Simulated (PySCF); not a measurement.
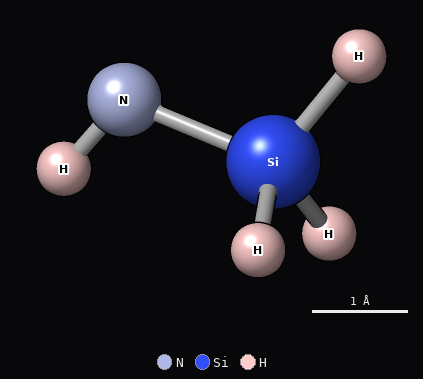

Fig. 1: The input geometry (ball-and-stick view, seen at a tilt). Bond lengths as drawn: H–N 1.02 Å, H–Si 1.48 to 1.49 Å and N–Si 1.75 Å.

**Run report: SiNH4 (charge −2), property calculation**

- system: SiNH4, charge −2, multiplicity 2
- method: MP2/pob-TZVP, UHF, sfX2C (PySCF 2.14.0)

Some settings of this run were made unusual or wrong on purpose. The geometry comes from this level: PBE0-D4/def2-TZVP.

Log:
```
WARN: HOMO 0.112200392312182 >= LUMO 0.112200392312182

converged SCF energy = -345.846609307082  <S^2> = 0.75443515  2S+1 = 2.0044302
E(UMP2) = -346.259531350745  E_corr = -0.412922043662612
E(SCS-UMP2) = -346.257885265451  E_corr = -0.411275958368315
E(MP2) = -346.259531351
**** MO energy ****
                             alpha | beta                alpha | beta
MO #1   energy= -68.4449268402574  | -68.4433431806651  occ= 1 | 1
MO #2   energy= -14.9972506289117  | -14.992669738448   occ= 1 | 1
MO #3   energy= -5.66403787944281  | -5.66188777009411  occ= 1 | 1
MO #4   energy= -3.74779435881096  | -3.74686767154665  occ= 1 | 1
MO #5   energy= -3.74728735516729  | -3.74637544601413  occ= 1 | 1
MO #6   energy= -3.74715631259678  | -3.73936737527843  occ= 1 | 1
MO #7   energy= -0.551758303534523 | -0.537996096332183 occ= 1 | 1
MO #8   energy= -0.242519118652847 | -0.212816665479107 occ= 1 | 1
MO #9   energy= -0.0697634015143197 | -0.0548348629807847 occ= 1 | 1
MO #10  energy= -0.0399264916967424 | -0.0260187296970216 occ= 1 | 1
MO #11  energy= -0.0262545749263585 | -0.0135907206197979 occ= 1 | 1
MO #12  energy= 0.0937787947786539 | 0.100680392109684  occ= 1 | 1
MO #13  energy= 0.148108424908713  | 0.149625462236326  occ= 1 | 1
MO #14  energy= 0.358729795366735  | 0.660976370187248  occ= 1 | 0
MO #15  energy= 0.658333728649548  | 0.668875392587845  occ= 0 | 0
MO #16  energy= 0.668757592506008  | 0.679326466530615  occ= 0 | 0
MO #17  energy= 0.699288347898056  | 0.723429842131509  occ= 0 | 0
MO #18  energy= 0.740512473935151  | 0.754683176183054  occ= 0 | 0
MO #19  energy= 0.925674633126299  | 0.940506608439083  occ= 0 | 0
MO #20  energy= 0.958099533328094  | 0.972044168452867  occ= 0 | 0
MO #21  energy= 0.977872010576662  | 0.992383183632616  occ= 0 | 0
MO #22  energy= 1.00979367226388   | 1.01392690913722   occ= 0 | 0
MO #23  energy= 1.01848791584855   | 1.02243977578021   occ= 0 | 0
MO #24  energy= 1.06887331986828   | 1.08583367900734   occ= 0 | 0
MO #25  energy= 1.2223073706989    | 1.23142899101535   occ= 0 | 0
MO #26  energy= 1.25180749642673   | 1.26051026985724   occ= 0 | 0
MO #27  energy= 1.33694584698281   | 1.36625743409014   occ= 0 | 0
MO #28  energy= 1.39593634020262   | 1.40636873582964   occ= 0 | 0
MO #29  energy= 1.44759025754777   | 1.45015597644768   occ= 0 | 0
MO #30  energy= 1.46277195070162   | 1.47344525956095   occ= 0 | 0
MO #31  energy= 1.47091553509154   | 1.48142372482275   occ= 0 | 0
MO #32  energy= 1.56112587280654   | 1.56686170825601   occ= 0 | 0
MO #33  energy= 1.67320575117963   | 1.6791487624915    occ= 0 | 0
MO #34  energy= 1.68662829432656   | 1.71510602558574   occ= 0 | 0
MO #35  energy= 1.73967302729048   | 1.75294918752394   occ= 0 | 0
MO #36  energy= 1.82434004744922   | 1.83317282469712   occ= 0 | 0
MO #37  energy= 1.83434694064305   | 1.84531267060657   occ= 0 | 0
MO #38  energy= 1.96602772347606   | 1.97662872419797   occ= 0 | 0
MO #39  energy= 2.09147410186548   | 2.09278347963931   occ= 0 | 0
MO #40  energy= 2.24912829528851   | 2.2573641193143    occ= 0 | 0
MO #41  energy= 2.26995969589644   | 2.27896710463575   occ= 0 | 0
MO #42  energy= 2.37055079013676   | 2.37461626946564   occ= 0 | 0
MO #43  energy= 2.39184044935526   | 2.40666673860397   occ= 0 | 0
MO #44  energy= 2.41029276636193   | 2.41252503491409   occ= 0 | 0
MO #45  energy= 2.43442320572533   | 2.43708256594264   occ= 0 | 0
MO #46  energy= 2.64313615862068   | 2.64383855739554   occ= 0 | 0
MO #47  energy= 2.67784622809354   | 2.68873843148531   occ= 0 | 0
MO #48  energy= 2.75306972053446   | 2.75573843987302   occ= 0 | 0
MO #49  energy= 2.78276549504477   | 2.78568606965528   occ= 0 | 0
MO #50  energy= 2.92247941629426   | 2.92441330309672   occ= 0 | 0
MO #51  energy= 2.98062266153566   | 2.98248794749713   occ= 0 | 0
MO #52  energy= 2.98997710913932   | 2.99304705342271   occ= 0 | 0
MO #53  energy= 3.00235043638453   | 3.00689760007594   occ= 0 | 0
MO #54  energy= 3.2709959314992    | 3.2750979451266    occ= 0 | 0
MO #55  energy= 3.43774657642755   | 3.44173543358666   occ= 0 | 0
MO #56  energy= 3.95087045740841   | 3.9522084013982    occ= 0 | 0
MO #57  energy= 3.95739239978782   | 3.95910329225808   occ= 0 | 0
MO #58  energy= 3.96724885490045   | 3.96962407084052   occ= 0 | 0
MO #59  energy= 4.17194092158012   | 4.17263959667796   occ= 0 | 0
MO #60  energy= 6.64532643805519   | 6.6475019845767    occ= 0 | 0
MO #61  energy= 6.67177734658223   | 6.67393960875806   occ= 0 | 0
MO #62  energy= 6.86297717222985   | 6.8711425788919    occ= 0 | 0
MO #63  energy= 18.5292361517434   | 18.5322148084756   occ= 0 | 0
MO #64  energy= 31.8444983318956   | 31.8491535133755   occ= 0 | 0

To work with the spin densities directly, `use mulliken_meta_spin()` only printing them here.

 ** Mulliken spin pop alpha/beta on meta-lowdin orthogonal AOs **
 ** Mulliken Spin Density (per atom)  **
spin density of  0 N =      0.14998
spin density of  1 Si =      0.72705
spin density of  2 H =      0.00704
spin density of  3 H =      0.03717
spin density of  4 H =      0.04777
spin density of  5 H =      0.03099
 ** Mulliken pop alpha/beta on meta-lowdin orthogonal AOs **
 ** Mulliken atomic charges   ( Nelec_alpha | Nelec_beta ) **
charge of  0N =     -1.32549  (     4.23774      4.08776 )
charge of  1Si =      0.26715  (     7.22995      6.50290 )
charge of  2H =      0.08513  (     0.46096      0.45391 )
charge of  3H =     -0.35311  (     0.69514      0.65797 )
charge of  4H =     -0.36236  (     0.70506      0.65730 )
charge of  5H =     -0.31131  (     0.67115      0.64016 )
Dipole moment(X, Y, Z, Debye): -0.67266,  0.21969, -2.85329
Traceless quadrupole moment (Debye*A):

Dipole moment(X, Y, Z, Debye): -0.67437,  0.22741, -2.84617
```

This output came from the following input.

The input (job.py):
```python
from pyscf import gto, scf, mp

mol = gto.M(
    atom='''
N      0.592100    -0.835200     0.909500
Si    -0.203700     0.347600    -0.110000
H      0.922800    -1.640700     0.372700
H     -1.310600    -0.282300    -0.885500
H      0.789500     0.911800    -1.068900
H     -0.748100     1.434800     0.736200
''',
    verbose=3,
    basis='pob-tzvp',
    max_memory=1860,
    spin=1,
    charge=-2,
)

mf = scf.UHF(mol)
mf = mf.sfx2c1e()
mf.max_cycle = 54
mf.kernel()

pt = mp.MP2(mf).run()
e_final = pt.e_tot
print('E(%s) = %.9f' % ('MP2', e_final))
mf.analyze()
quad = mf.quad_moment()
dm_corr = pt.make_rdm1(ao_repr=True)
dip_corr = mf.dip_moment(mol, dm_corr)
```

Run as:
```bash
OMP_NUM_THREADS=1 python job.py
```

What the run reported:

```json
{"quantity": "outcome", "value": "converged"}
{"quantity": "total energy", "value": "−346.259531 hartree"}
{"quantity": "SCF energy", "value": "−345.846609 hartree"}
{"quantity": "correlation energy", "value": "−0.412922 hartree"}
{"quantity": "basis functions", "value": "64"}
{"quantity": "⟨S²⟩", "value": "0.754"}
{"quantity": "hardware", "value": "1 thread of Arm Neoverse V2, 24 GiB of memory available, shared host"}
{"quantity": "wall time", "value": "1.4 s"}
{"quantity": "peak memory", "value": "0.15 GiB"}
```

Some settings of this run were drawn to be unusual or wrong (tied set to false; solver set to DIIS (from newton); charge set to -2 (from 0); max_iter set to 54 (from 100)). It converged; results that depend on the unusual settings are not reference values.
